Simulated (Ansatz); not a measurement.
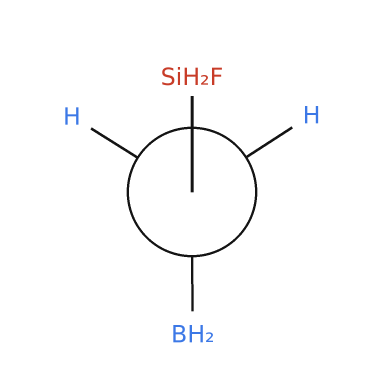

A Newman projection along the O–Ge bond, oxygen in front; angles are drawn as computed, but eclipsed bonds slightly apart. The computed structure is the end point of a PBE-D4/def2-SVP optimisation. No frequency run is at hand to confirm it as a minimum.

**Which molecule is it?**

BFGeH6OSi, [BH2][GeH2][O][SiH2]F

**What is the torsion angle from the front SiH2F to the back BH2? The sign is positive where the front bond must turn clockwise to cover the back bond.**

180°, antiperiplanar (anti).
